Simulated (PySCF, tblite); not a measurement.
# CH7FO3Si3: dynamics, then NMR shifts on frames

How do NMR shifts of CH7FO3Si3 (`C[Si]1(F)O[SiH2]O[SiH2]O1`) change as the atoms move?

Programs: tblite 0.8.0 and PySCF 2.14.0, with density-fitted response routines of our own. Each step states its level of theory. These are calculated values for one molecule in the gas phase, unless marked as measured. Atoms count from 0, in the outputs and in this text.

### Step 1. Starting geometry

15 atoms, charge 0, multiplicity 1; geometry from: GFN2-xTB.

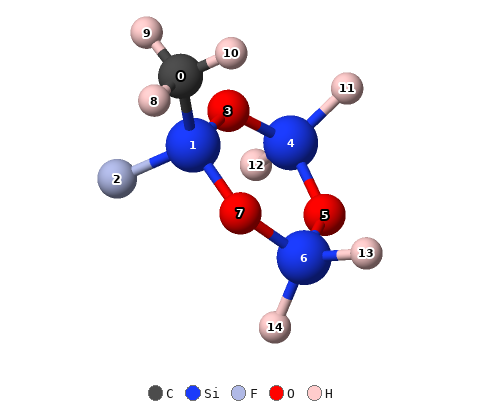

The starting geometry (carbon dark grey, silicon blue, fluorine light blue, oxygen red, hydrogen pink), atoms numbered.

### Step 2. Dynamics with GFN2-xTB

Job settings and geometry (Å):

```
{"job": {"kind": "md", "xc": "GFN2-xTB", "basis": "xTB", "temperature": 300, "steps": 2000, "every": 50, "frames": 5}, "charge": 0, "multiplicity": 1}
C      2.554051     0.020881     0.021966
Si     0.801249    -0.565446    -0.300137
F      0.782222    -1.985472    -1.059312
O     -0.022985    -0.804139     1.069415
Si    -1.564822    -0.429336     1.442405
O     -2.179892     0.484939     0.247013
Si    -1.551941     0.968854    -1.172317
O     -0.011271     0.444738    -1.265204
H      3.091861     0.121170    -0.914391
H      3.083590    -0.701327     0.633596
H      2.586246     0.978089     0.530860
H     -1.479820     0.410656     2.625486
H     -2.325376    -1.666663     1.475856
H     -1.461179     2.418789    -1.131244
H     -2.306345     0.312258    -2.225904
```

Level: GFN2-xTB Langevin dynamics, gas phase.

Run with:

```bash
> OMP_NUM_THREADS=1 python probes_run.py task.json out
```

One launch serves the whole session: the jobs run in the order shown.

Log:

```text
t/fs     T/K      E/eV
    0.0   239.3   -768.22850
   25.0   124.4   -767.80918
   50.0   250.6   -767.97606
   75.0   264.4   -767.89136
  100.0   257.0   -767.71226
  125.0   278.6   -767.85518
  150.0   169.9   -767.71089
  175.0   341.0   -767.86137
  200.0   286.5   -767.67012
  225.0   372.6   -767.73103
  250.0   251.2   -767.73288
  275.0   382.3   -767.84905
  300.0   332.1   -767.67633
  325.0   413.4   -767.70079
  350.0   378.3   -767.69630
  375.0   390.8   -767.84044
  400.0   252.2   -767.66640
  425.0   315.2   -767.80019
  450.0   283.4   -767.69253
  475.0   259.8   -767.69281
  500.0   319.4   -767.72519
  525.0   261.5   -767.81811
  550.0   258.5   -767.77311
  575.0   288.8   -767.72434
  600.0   258.5   -767.67164
  625.0   395.7   -767.76655
  650.0   459.9   -767.74157
  675.0   286.6   -767.58116
  700.0   418.6   -767.73101
  725.0   261.8   -767.63897
  750.0   370.7   -767.73033
  775.0   326.5   -767.51116
  800.0   416.9   -767.69801
  825.0   305.9   -767.62689
  850.0   295.4   -767.76457
  875.0   296.0   -767.85627
  900.0   306.7   -767.87875
  925.0   257.3   -767.67379
  950.0   327.7   -767.83240
  975.0   262.8   -767.83151
 1000.0   212.0   -767.81398
```

Run time: 17 s. Hardware: 1 thread, shared host.

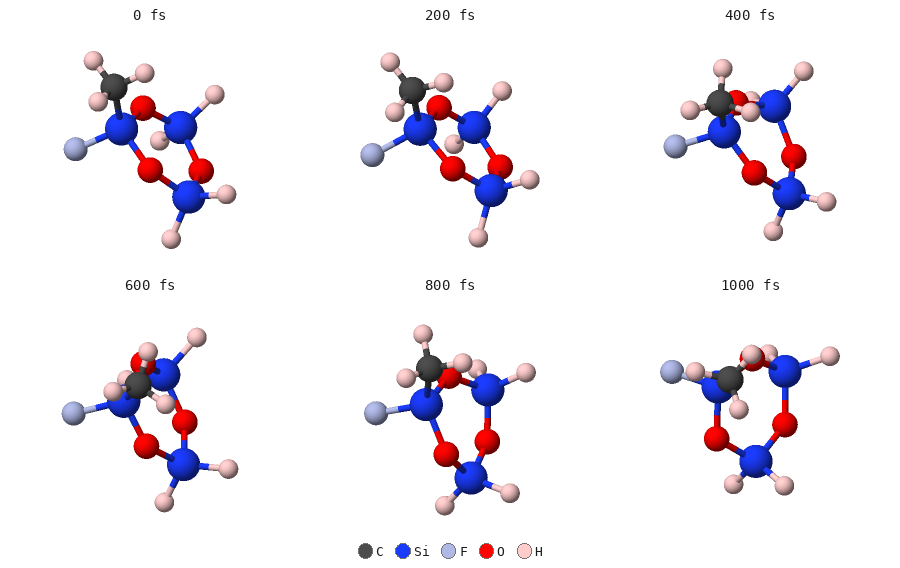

Frames of the run.

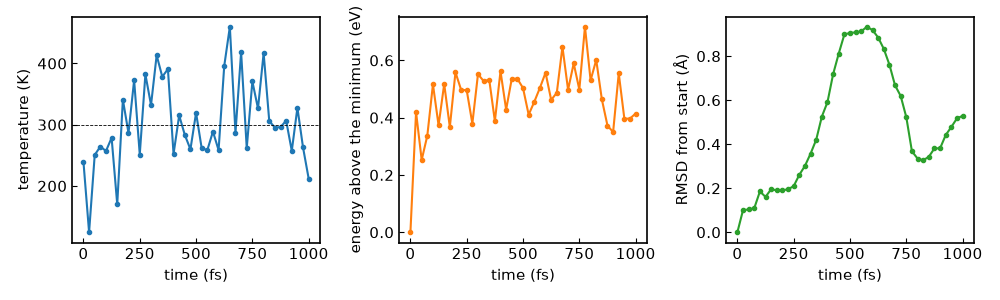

Temperature, potential energy and distance from the start.

Positions (Å) and forces (eV/Å) at 1000 fs:

```xyz
15

C     1.867    0.977   -0.771    1.781   -1.194   -0.510
Si    0.714   -0.352   -0.231   -1.879    1.232   -0.309
F     1.345   -1.762   -0.123    1.011   -1.929    0.226
O     0.161    0.011    1.231   -0.008   -0.048    0.597
Si   -1.343    0.129    1.823   -0.246    0.500    0.153
O    -2.249    0.167    0.469   -0.340    0.200    0.972
Si   -2.014   -0.144   -1.082   -0.260   -0.852   -0.823
O    -0.472   -0.628   -1.335    0.093    0.499    0.670
H     1.506    1.466   -1.639   -0.177    0.468   -0.775
H     2.721    0.299   -1.089   -0.441    1.294    0.152
H     2.238    1.717   -0.084   -0.046   -0.117    0.298
H    -1.494    1.442    2.511    0.136   -0.480   -0.420
H    -1.635   -1.021    2.674    0.010    0.017   -0.247
H    -2.264    1.085   -1.816    0.070    0.022    0.013
H    -2.841   -1.340   -1.366    0.295    0.388    0.002
```

### Step 3. Shielding tensors: 250 fs, PBE0/pcSseg-1

Job settings and geometry (Å):

```
{"job": {"kind": "nmr", "xc": "PBE0", "basis": "pcSseg-1", "pop": false}, "charge": 0, "multiplicity": 1}
C      2.299200     0.219400    -0.367900
Si     0.548100    -0.505500    -0.436200
F      0.551600    -1.951900    -1.182200
O     -0.234000    -0.924700     0.920900
Si    -1.675900    -0.571000     1.490000
O     -2.356000     0.653700     0.548500
Si    -1.894500     1.129600    -0.946400
O     -0.355700     0.575100    -1.178900
H      2.504900     0.663700    -1.306100
H      3.034300    -0.619600    -0.325100
H      2.370000     0.968500     0.392000
H     -1.437500     0.197200     2.786100
H     -2.547600    -1.740900     1.331700
H     -1.996200     2.666700    -0.743800
H     -2.755500     0.613800    -1.927300
```

With the program's defaults for keys left out, this is: GIAO PBE0/pcSseg-1 NMR shielding, non-relativistic, gas phase.

Log:

```text
coarse grid: 14648 points
cycle   1  E = -1235.4557902743  dE =  1.224e+00  |g| = 1.307e+00  |ddm| = 3.765e+00
cycle   2  E = -1235.1279723301  dE =  3.278e-01  |g| = 1.884e+00  |ddm| = 2.207e+00
cycle   3  E = -1235.7418770925  dE = -6.139e-01  |g| = 1.334e-01  |ddm| = 1.482e+00
cycle   4  E = -1235.7447578771  dE = -2.881e-03  |g| = 6.268e-02  |ddm| = 1.425e-01
cycle   5  E = -1235.7454048738  dE = -6.470e-04  |g| = 1.712e-02  |ddm| = 4.551e-02
cycle   6  E = -1235.7454579720  dE = -5.310e-05  |g| = 3.723e-03  |ddm| = 1.405e-02
cycle   7  E = -1235.7454606076  dE = -2.636e-06  |g| = 8.541e-04  |ddm| = 3.031e-03
final grid: 129824 points
cycle   8  E = -1235.8255342074  dE = -1.469e-05  |g| = 1.234e-02  |ddm| = 1.739e-02
cycle   9  E = -1235.8255044706  dE =  2.974e-05  |g| = 1.793e-02  |ddm| = 1.876e-02
cycle  10  E = -1235.8255603952  dE = -5.592e-05  |g| = 7.368e-04  |ddm| = 1.148e-02
cycle  11  E = -1235.8255604986  dE = -1.034e-07  |g| = 1.934e-04  |ddm| = 6.149e-04
cycle  12  E = -1235.8255605061  dE = -7.513e-09  |g| = 6.084e-05  |ddm| = 1.697e-04
cycle  13  E = -1235.8255605066  dE = -4.757e-10  |g| = 1.949e-05  |ddm| = 4.517e-05
converged SCF energy = -1235.8255605066

GIAO shielding tensors (ppm)
atom      isotropic    diamagn.    paramagn.     s11        s22        s33       span
  0 C      189.693     257.751     -68.058    180.587    185.106    203.385     22.798
  1 Si     401.473     882.542    -481.068    364.863    378.843    460.714     95.851
  2 F      299.452     471.258    -171.806    249.463    268.074    380.818    131.355
  3 O      232.479     403.554    -171.075    201.581    217.282    278.576     76.995
  4 Si     384.963     881.158    -496.195    366.969    386.378    401.541     34.572
  5 O      238.648     403.965    -165.316    172.931    208.030    334.984    162.054
  6 Si     383.528     880.709    -497.181    362.508    385.153    402.923     40.415
  7 O      230.117     403.699    -173.582    187.997    237.372    264.982     76.985
  8 H       31.950      31.930       0.020     27.301     29.969     38.579     11.278
  9 H       30.585      28.705       1.880     25.800     27.819     38.137     12.337
 10 H       31.560      32.930      -1.370     26.866     29.365     38.451     11.585
 11 H       25.510      28.751      -3.241     21.997     23.119     31.414      9.417
 12 H       26.049      28.718      -2.670     22.488     23.575     32.083      9.596
 13 H       25.370      27.998      -2.628     22.049     23.068     30.993      8.945
 14 H       26.946      29.804      -2.858     23.519     24.296     33.024      9.506
```

Wall time 23 s (1 thread, shared host).

The references, computed at this level on geometries of the same kind, shield at (ppm): ¹H TMS 31.72, ¹³C TMS 186.9, ²⁹Si TMS 349.2, ¹⁹F CFCl3 170.9, ¹⁷O H2O 336.1. Their shielding less the atom's gives the shift. The references are single molecules in the gas phase, so shifts against H2O, NH3, PH3, H3PO4 or CFCl3 are not on the usual liquid scales and can be off by tens of ppm. Each atom is listed at this fixed geometry, with no averaging over motion; a spectrum would average atoms that exchange fast.

| atoms | environment | σ (ppm) | δ (ppm) |
| --- | --- | --- | --- |
| C0 | methyl carbon bonded to Si | 189.7 | -2.8 |
| H13 | hydrogen on a silicon bonded to 2 O, in a 6-membered ring | 25.37 | 6.35 |
| H11 | hydrogen on a silicon bonded to 2 O, in a 6-membered ring | 25.51 | 6.21 |
| H12 | hydrogen on a silicon bonded to 2 O, in a 6-membered ring | 26.05 | 5.67 |
| H14 | hydrogen on a silicon bonded to 2 O, in a 6-membered ring | 26.95 | 4.77 |
| H9 | hydrogen on a methyl carbon bonded to Si | 30.59 | 1.13 |
| H10 | hydrogen on a methyl carbon bonded to Si | 31.56 | 0.16 |
| H8 | hydrogen on a methyl carbon bonded to Si | 31.95 | -0.23 |
| Si6 | silicon bonded to 2 O, 2 H, in a 6-membered ring | 383.5 | -34.4 |
| Si4 | silicon bonded to 2 O, 2 H, in a 6-membered ring | 385.0 | -35.8 |
| Si1 | silicon bonded to C, F, 2 O, in a 6-membered ring | 401.5 | -52.3 |
| F2 | fluorine bonded to Si | 299.5 | -128.5 |
| O7 | oxygen bonded to 2 Si, in a 6-membered ring | 230.1 | 106.0 |
| O3 | oxygen bonded to 2 Si, in a 6-membered ring | 232.5 | 103.6 |
| O5 | oxygen bonded to 2 Si, in a 6-membered ring | 238.6 | 97.4 |

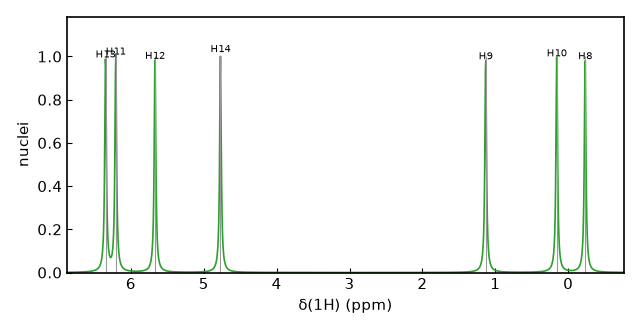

¹H lines at the computed shifts, without couplings. Lines are broadened to a width of 0.03 ppm (Lorentzian).

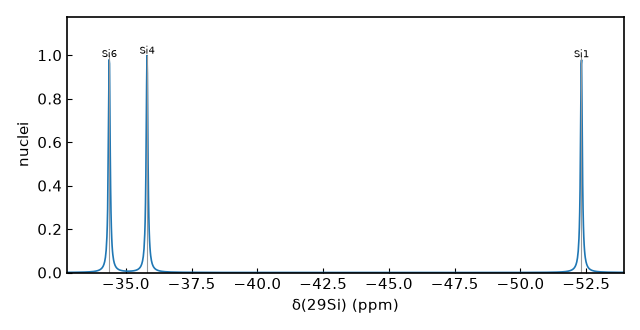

²⁹Si lines at the computed shifts, without couplings. Lines are broadened to a width of 0.08 ppm (Lorentzian).

Ring of atoms Si1, O3, Si4, O5, Si6, O7: NICS(0) -2.2, NICS(1) -0.2, NICS(1)zz 3.5 ppm (means of both faces).

### Step 4. Shielding tensors: 425 fs, PBE0/pcSseg-1

Job settings and geometry (Å):

```
{"job": {"kind": "nmr", "xc": "PBE0", "basis": "pcSseg-1", "pop": false}, "charge": 0, "multiplicity": 1}
C      2.051100     0.558500    -0.550600
Si     0.511400    -0.443800    -0.401300
F      0.719200    -1.888100    -1.092000
O     -0.000500    -0.855300     1.104100
Si    -1.415800    -0.611500     1.898800
O     -2.443600    -0.047300     0.808200
Si    -2.244200     0.493800    -0.725100
O     -0.658500     0.369400    -1.223400
H      1.835600     1.605000    -0.497800
H      2.327300     0.372300    -1.572000
H      2.826700     0.278800     0.116100
H     -1.193000     0.597000     2.710500
H     -2.130500    -1.834000     2.383700
H     -2.401600     1.985700    -0.464100
H     -2.959300    -0.414500    -1.669200
```

With the program's defaults for keys left out, this is: GIAO PBE0/pcSseg-1 NMR shielding, non-relativistic, gas phase.

Log:

```text
coarse grid: 14648 points
cycle   1  E = -1235.4504892222  dE =  1.233e+00  |g| = 1.316e+00  |ddm| = 3.777e+00
cycle   2  E = -1235.1177074366  dE =  3.328e-01  |g| = 1.899e+00  |ddm| = 2.287e+00
cycle   3  E = -1235.7431307343  dE = -6.254e-01  |g| = 1.164e-01  |ddm| = 1.526e+00
cycle   4  E = -1235.7454526840  dE = -2.322e-03  |g| = 5.301e-02  |ddm| = 1.311e-01
cycle   5  E = -1235.7459667189  dE = -5.140e-04  |g| = 1.171e-02  |ddm| = 3.719e-02
cycle   6  E = -1235.7459861440  dE = -1.943e-05  |g| = 3.220e-03  |ddm| = 9.391e-03
cycle   7  E = -1235.7459880832  dE = -1.939e-06  |g| = 7.032e-04  |ddm| = 2.697e-03
final grid: 129824 points
cycle   8  E = -1235.8269615694  dE = -1.322e-05  |g| = 1.199e-02  |ddm| = 1.698e-02
cycle   9  E = -1235.8269338620  dE =  2.771e-05  |g| = 1.730e-02  |ddm| = 1.878e-02
cycle  10  E = -1235.8269868952  dE = -5.303e-05  |g| = 8.980e-04  |ddm| = 1.149e-02
cycle  11  E = -1235.8269870517  dE = -1.565e-07  |g| = 1.916e-04  |ddm| = 6.972e-04
cycle  12  E = -1235.8269870578  dE = -6.075e-09  |g| = 8.126e-05  |ddm| = 1.746e-04
cycle  13  E = -1235.8269870588  dE = -9.945e-10  |g| = 1.963e-05  |ddm| = 6.024e-05
converged SCF energy = -1235.8269870588

GIAO shielding tensors (ppm)
atom      isotropic    diamagn.    paramagn.     s11        s22        s33       span
  0 C      193.324     258.663     -65.339    185.474    191.044    203.454     17.980
  1 Si     395.756     882.901    -487.145    358.634    374.288    454.347     95.713
  2 F      304.472     471.204    -166.732    256.604    277.691    379.120    122.516
  3 O      228.245     404.838    -176.593    191.412    225.926    267.397     75.985
  4 Si     389.197     881.777    -492.580    370.723    387.568    409.298     38.575
  5 O      231.921     405.903    -173.982    173.592    198.688    323.482    149.890
  6 Si     383.004     880.996    -497.991    354.390    392.252    402.372     47.982
  7 O      220.616     405.553    -184.937    187.023    199.106    275.718     88.695
  8 H       31.800      33.646      -1.845     26.925     29.883     38.593     11.668
  9 H       31.742      30.727       1.015     26.974     29.675     38.577     11.603
 10 H       32.074      31.528       0.546     27.220     28.908     40.093     12.874
 11 H       26.011      30.525      -4.513     22.731     23.523     31.781      9.050
 12 H       25.791      27.793      -2.003     22.156     23.198     32.018      9.862
 13 H       25.327      28.999      -3.671     21.655     23.196     31.131      9.475
 14 H       25.652      28.197      -2.545     21.901     23.335     31.720      9.819
```

Run time: 25 s. Hardware: 1 thread, shared host.

In short: δ C0 -6.4, Si6 -33.8, Si4 -40.0, Si1 -46.6, H13 6.39, H14 6.07 ppm.

(Part 1 of 2 ends here.)
